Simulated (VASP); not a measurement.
Band structure of Mg2Sn (antifluorite). Method: optB88-vdW, VASP's PBE PAW potentials (set 64) (plane waves; VASP 6.6.1).

Unless said otherwise, spin-orbit coupling is left out, though it shifts the bands of the heavy elements here.

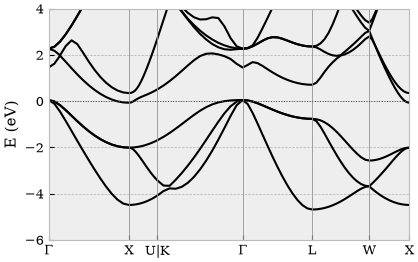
Figure: Bands along high-symmetry lines, zero at the valence-band maximum or, without a gap, the Fermi level

Question: Read the plot: is there a gap, and where are the band edges?

Answer: It has no gap at this level: it comes out as a metal or semimetal. (Edges off the drawn lines would not show.)

Measured: gap 0.36 eV (computed value off by -0.36 eV), as given by Byungki Ryu et al., Journal of the Korean Physical Society (2019), arXiv:1905.06140.

The compound is Mg2Sn in the antifluorite structure. It was relaxed first.
